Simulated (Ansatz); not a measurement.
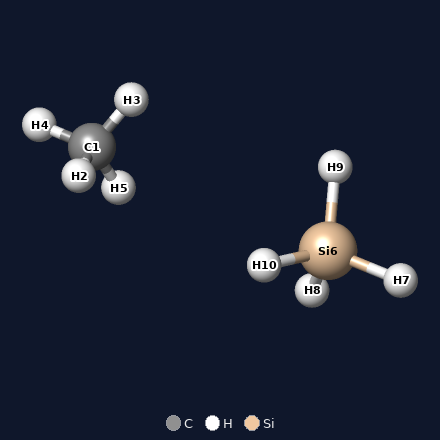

The system is the pair CH₄···H₄Si; the picture shows the reference structure. 
- The turn is about an axis along (−0.99, 0.16, −0.05) in the frame of the relaxed pair, normal to the line between the partners.
- The first coordinate is: distance Si6···C1; the second: turn of C1, H2, H3, H4, H5 about its own atom C1.
- The grid has 15 × 15 points.
- Points are written as (first, second).
- Energies: kJ/mol, counted from the two partners far apart, frozen as in the relaxed pair, each in its own basis (no counterpoise correction).
- These are results of RHF/def2-TZVPD in Ansatz 0.2.0, not measurements.

Its coordinates:

```yaml
atoms:
  - { symbol: C, position_ang: [0.1154, -0.0118, -2.4336] }
  - { symbol: H, position_ang: [1.0932, 0.2105, -2.0251] }
  - { symbol: H, position_ang: [-0.2018, -0.9914, -2.0986] }
  - { symbol: H, position_ang: [0.1653, 0.0007, -3.5151] }
  - { symbol: H, position_ang: [-0.5950, 0.7328, -2.0970] }
  - { symbol: Si, position_ang: [-0.1154, 0.0118, 2.4335] }
  - { symbol: H, position_ang: [-0.2144, -0.0093, 3.9055] }
  - { symbol: H, position_ang: [-0.9458, 1.1088, 1.9010] }
  - { symbol: H, position_ang: [-0.5919, -1.2746, 1.8907] }
  - { symbol: H, position_ang: [1.2903, 0.2223, 2.0386] }
```

Range: distance Si6···C1 from 4.093 to 5.493 Å; turn of C1, H2, H3, H4, H5 about its own atom C1 from −180 to 156°.

### What will the energy surface look like?

The lowest grid point is at (4.967 Å, 12°), −0.10 kJ/mol from the two partners far apart, frozen as in the relaxed pair, each in its own basis (no counterpoise correction). The highest grid point, (4.093 Å, −180°), lies 3.55 kJ/mol above the lowest. On the interpolated surface the easiest way out of the lowest well to a well of about the same depth near (4.967 Å, −108°) passes a barrier of about 0.053 kJ/mol, counted from the interpolated bottom of the well.

| second ↓, first → | 4.093 | 4.128 | 4.185 | 4.255 | 4.335 | 4.424 | 4.521 | 4.624 | 4.733 | 4.847 | 4.967 | 5.092 | 5.221 | 5.355 | 5.493 |
| --- | --- | --- | --- | --- | --- | --- | --- | --- | --- | --- | --- | --- | --- | --- | --- |
| 156 | 2.29 | 2.05 | 1.70 | 1.36 | 1.04 | 0.77 | 0.56 | 0.39 | 0.26 | 0.17 | 0.11 | 0.07 | 0.04 | 0.02 | 0.01 |
| 132 | 1.06 | 0.91 | 0.71 | 0.52 | 0.35 | 0.21 | 0.10 | 0.03 | −0.01 | −0.04 | −0.06 | −0.06 | −0.06 | −0.06 | −0.05 |
| 108 | 1.48 | 1.30 | 1.06 | 0.81 | 0.59 | 0.41 | 0.27 | 0.17 | 0.09 | 0.04 | 0.01 | −0.01 | −0.02 | −0.03 | −0.03 |
| 84 | 2.98 | 2.68 | 2.26 | 1.83 | 1.44 | 1.10 | 0.82 | 0.60 | 0.43 | 0.30 | 0.21 | 0.14 | 0.10 | 0.06 | 0.04 |
| 60 | 3.06 | 2.76 | 2.32 | 1.88 | 1.48 | 1.13 | 0.84 | 0.61 | 0.44 | 0.31 | 0.21 | 0.15 | 0.10 | 0.06 | 0.04 |
| 36 | 1.54 | 1.36 | 1.10 | 0.85 | 0.62 | 0.43 | 0.28 | 0.17 | 0.09 | 0.04 | 0.01 | −0.01 | −0.03 | −0.03 | −0.03 |
| 12 | 0.65 | 0.54 | 0.40 | 0.26 | 0.14 | 0.05 | −0.02 | −0.06 | −0.09 | −0.10 | −0.10 | −0.10 | −0.09 | −0.08 | −0.07 |
| −12 | 0.62 | 0.52 | 0.38 | 0.24 | 0.13 | 0.04 | −0.02 | −0.06 | −0.09 | −0.10 | −0.10 | −0.10 | −0.09 | −0.08 | −0.07 |
| −36 | 0.91 | 0.78 | 0.60 | 0.43 | 0.28 | 0.16 | 0.07 | 0.00 | −0.04 | −0.06 | −0.07 | −0.07 | −0.07 | −0.06 | −0.06 |
| −60 | 1.05 | 0.91 | 0.71 | 0.52 | 0.35 | 0.22 | 0.11 | 0.04 | −0.01 | −0.03 | −0.05 | −0.06 | −0.06 | −0.05 | −0.05 |
| −84 | 0.84 | 0.72 | 0.55 | 0.39 | 0.25 | 0.14 | 0.06 | 0.00 | −0.03 | −0.06 | −0.07 | −0.07 | −0.07 | −0.06 | −0.05 |
| −108 | 0.58 | 0.48 | 0.35 | 0.23 | 0.12 | 0.04 | −0.02 | −0.06 | −0.08 | −0.09 | −0.09 | −0.09 | −0.08 | −0.07 | −0.07 |
| −132 | 0.95 | 0.82 | 0.65 | 0.47 | 0.32 | 0.20 | 0.11 | 0.04 | 0.00 | −0.03 | −0.05 | −0.05 | −0.05 | −0.05 | −0.05 |
| −156 | 2.39 | 2.14 | 1.79 | 1.44 | 1.11 | 0.84 | 0.61 | 0.44 | 0.30 | 0.21 | 0.14 | 0.09 | 0.05 | 0.03 | 0.02 |
| −180 | 3.45 | 3.12 | 2.64 | 2.15 | 1.70 | 1.31 | 0.99 | 0.74 | 0.54 | 0.39 | 0.27 | 0.19 | 0.13 | 0.09 | 0.06 |

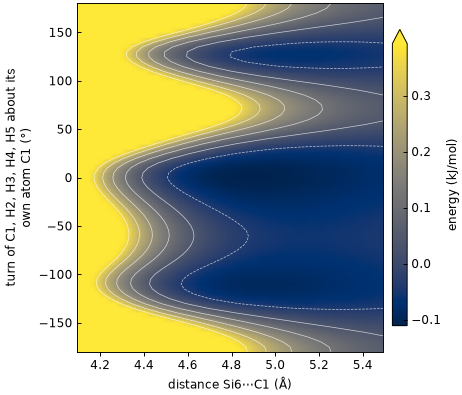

Drawn: a smooth colour map with a few white contour lines, one colour for all values above the top of the scale. Between grid points the surface is interpolated.

Time for the 225 points that were run: 8.3 min on 1 thread of Arm Neoverse V1 (shared host).
